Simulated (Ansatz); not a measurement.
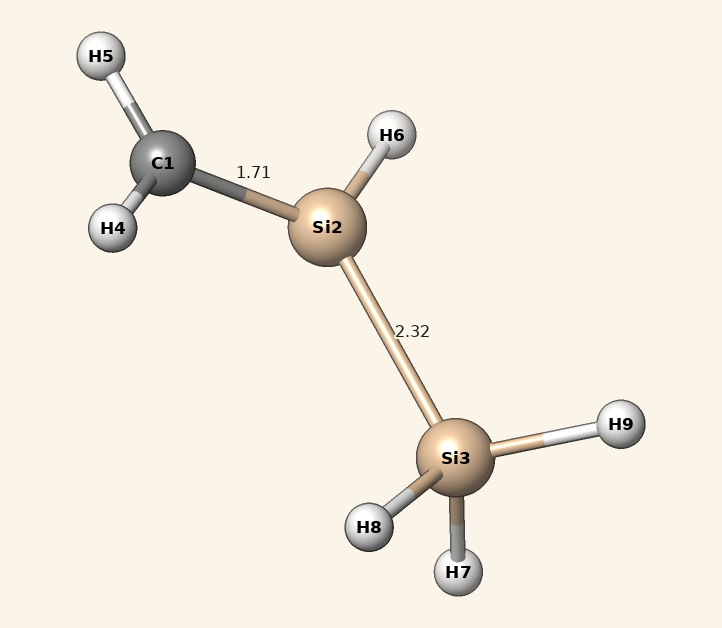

The numbers beside the sticks are distances in Å. Sticks don't show bond order. Computed geometry: PBE0-D4/def2-TZVP optimisation. No frequency run is at hand to confirm it as a minimum.

Assign a bond order to each marked bond.

Answer. C1–Si2 double; Si2–Si3 single.

Write the SMILES.

Answer. C=[SiH][SiH3]
